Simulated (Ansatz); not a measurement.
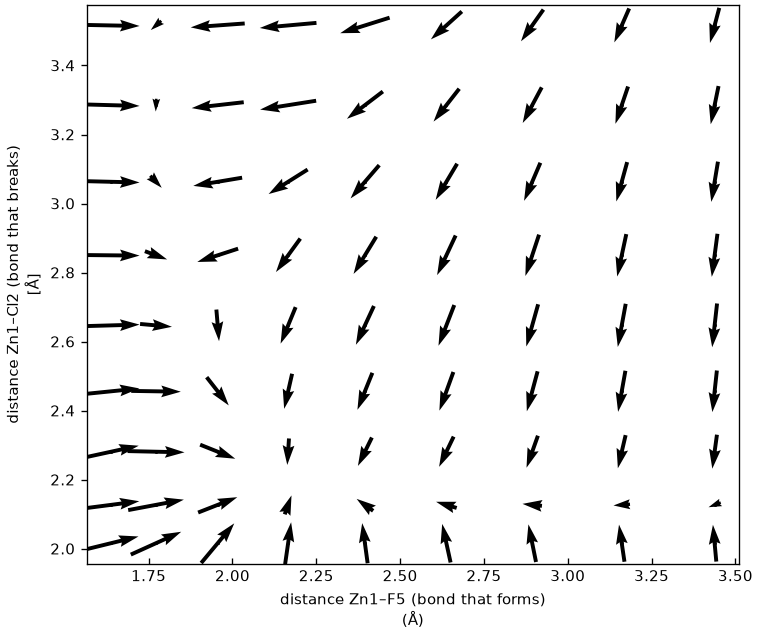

The reacting system Cl2FHZn (fragments Cl₂Zn + FH where the first distance is long, ClFZn + ClH where the second is long). Coordinates scanned: (1) distance Zn1–F5 (bond that forms); (2) distance Zn1–Cl2 (bond that breaks). Relaxed at each point: all other coordinates. Grid: 9 × 9 points. Points are written as (first, second). The reference is spin-restricted, so regions where a bond is pulled apart into radicals lie too high. Computed with RKS PBE0-D4/def2-SVP in Ansatz.

Drawn: dots at the grid points, arrows along the force (downhill), their lengths compressed.

The arrows alone are given. Where is the energy lowest?

Answer. The arrows converge at about (2.196 Å, 2.167 Å) (read from the interpolated surface).

The energy map of the same scan:

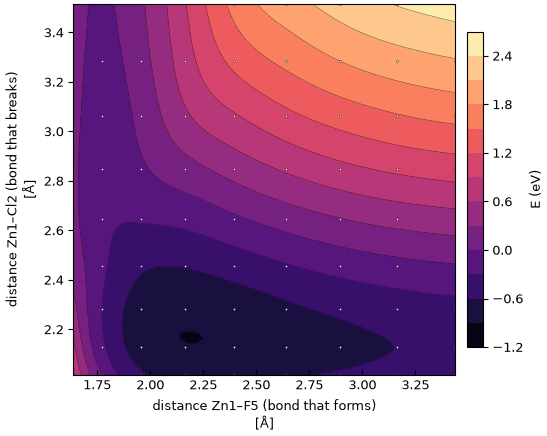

Energies are in eV, from a guessed transition structure relaxed with its forming and breaking bonds held; between grid points the surface is interpolated.
